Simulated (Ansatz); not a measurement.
## How far to go with the plane-wave cutoff: Hf2Si (Fmm2, 6 atoms in the cell)

```xyz
6
Lattice="-3.2852 3.2852 2.5906 3.2852 -3.2852 2.5906 3.2852 3.2852 -2.5906" Properties=species:S:1:pos:R:3 pbc="T T T"
Hf     1.0282     2.2570     2.5906
Hf     2.2570     1.0282     0.0000
Hf     1.0635     4.3487     0.0000
Hf     2.2570    -1.0282     2.5906
Si     0.0000     0.0000     3.8859
Si     0.0000     0.0000     1.2953
```

Level of theory: PBEsol, default PAW files made with PBE (plane waves; Ansatz, a first-principles code).

Base settings: basis.ecutwfc = 420 eV; kpoints.mp_grid.grid = 5 5 5; hamiltonian.xc = pbesol; hamiltonian.pseudopotentials = {kind: paw} (the program's default PAW files); scf.occupations.method = gaussian; scf.occupations.width = 0.1 eV.

The second cell is the first with its lattice scaled by 0.98.

The mesh stays at the base's, so the ladder's end is converged at best in this setting alone.

The first pressure column holds Ansatz's estimate of the finite-basis (Pulay) stress, which hides part of the cutoff error; the other is without it.

Only quantities that move along the ladder and can be compared are tabulated.

The count of work is k-points × plane waves × bands × iterations; it is no time. Core times come from one kind of shared machine, to one figure; runs under 30 s give none.

The starting cell comes from a database of computed structures (which also holds hypothetical and non-ambient phases and stackings), without a prior relaxation at this level. Its lattice was rescaled by up to half a per cent. One atom was moved a little off its site on purpose. In the base run, with a pressure of about -4 GPa the cell is away from its equilibrium volume at this level.

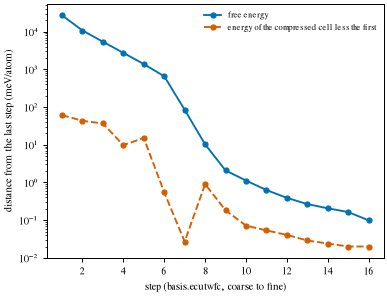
*Distance from the last step along the ladder; very small values are drawn at a floor.*

| basis.ecutwfc | free energy less the last step's (meV/atom) | energy of the compressed cell less the first (meV/atom) | pressure (GPa) | pressure without the Pulay estimate (GPa) | largest difference of a force vector from the last step's (eV/Å) | count of work / last | core time / last (rough) |
|---|---|---|---|---|---|---|---|
| 145 eV | 27307.88 | 66.33 | -13.23 | -895.55 | 4.333 | 0.054 | – |
| 170 eV | 10758.71 | -38.09 | -4.35 | -380.72 | 1.521 | 0.069 | – |
| 190 eV | 5433.61 | -31.46 | -6.07 | -207.02 | 0.307 | 0.079 | – |
| 210 eV | 2746.21 | 15.02 | -5.12 | -116.56 | 0.137 | 0.097 | – |
| 230 eV | 1389.22 | -9.91 | -4.28 | -69.09 | 0.063 | 0.11 | – |
| 250 eV | 656.86 | 4.70 | -3.63 | -40.75 | 0.086 | 0.12 | – |
| 295 eV | 84.79 | 5.22 | -3.51 | -10.82 | 0.012 | 0.16 | – |
| 335 eV | 10.25 | 6.15 | -3.51 | -4.52 | 0.005 | 0.19 | – |
| 380 eV | 2.08 | 5.43 | -3.60 | -3.69 | 0.001 | 0.23 | – |
| 420 eV | 1.12 | 5.32 | -3.61 | -3.65 | 0.001 | 0.26 | – |
| 460 eV | 0.63 | 5.30 | -3.62 | -3.64 | 0.000 | 0.31 | – |
| 505 eV | 0.39 | 5.29 | -3.62 | -3.63 | 0.000 | 0.36 | 0.4 |
| 565 eV | 0.27 | 5.27 | -3.62 | -3.62 | 0.000 | 0.42 | 0.4 |
| 630 eV | 0.21 | 5.27 | -3.62 | -3.62 | 0.000 | 0.49 | 0.4 |
| 735 eV | 0.16 | 5.26 | -3.62 | -3.62 | 0.000 | 0.63 | 0.6 |
| 840 eV | 0.10 | 5.26 | -3.62 | -3.62 | 0.000 | 0.77 | 0.7 |
| 1010 eV | 0.00 | 5.25 | -3.62 | -3.63 | 0.000 | 1.0 | 1 |

Coarsest basis.ecutwfc that holds the energy of the compressed cell less the first within 0.2 meV/atom of the last step, with all finer ones: 380 eV, at 0.23 of the last step's count of work; the step before is off by 0.90 meV/atom.

Coarsest basis.ecutwfc that holds the pressure within 0.1 GPa of the last step, with all finer ones: 380 eV, at 0.23 of the last step's count of work; the step before is off by 0.11 GPa.

Coarsest basis.ecutwfc that holds the pressure without the Pulay estimate within 0.2 GPa of the last step, with all finer ones: 380 eV, at 0.23 of the last step's count of work; the step before is off by 0.89 GPa.

The energy difference between the two cells stays within 1 meV/atom of the last step's from 250 eV on, the total only from 460 eV on: much of the error is common to both cells and cancels.

At the lowest cutoff the pressure without the Pulay estimate lies 892 GPa under the last step's, the usual sign of Pulay stress in an incomplete plane-wave basis.

Keys are those of Ansatz 0.2.
